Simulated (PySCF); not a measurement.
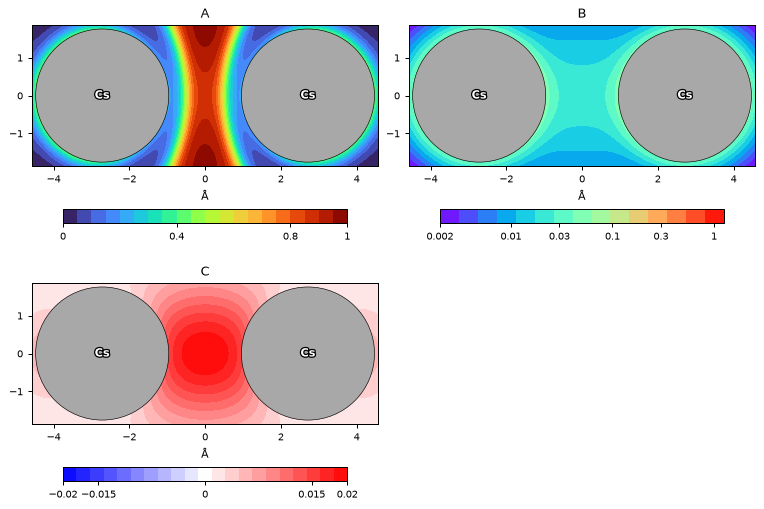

Cs₂ (charge +1, doublet): 3 fields on a plane that holds the molecular axis, with unlabelled colour scales. Grey discs cover the atomic cores.

Core potentials replace the inner electrons of Cs.

Method: PBE0/def2-TZVP, non-relativistic Hamiltonian with scalar-relativistic core potentials where named, at a bond length of 5.431 Å (PySCF 2.14.0).

```yaml
atoms:
  - { symbol: Cs, position_ang: [0.0000, 0.0000, -2.7155] }
  - { symbol: Cs, position_ang: [0.0000, 0.0000, 2.7155] }
```

**Which field does each panel show? The fields are: electron density, electron localisation function and spin density.**

Panel A: electron localisation function. Panel B: electron density. Panel C: spin density (confined to the atoms that carry the unpaired spin).
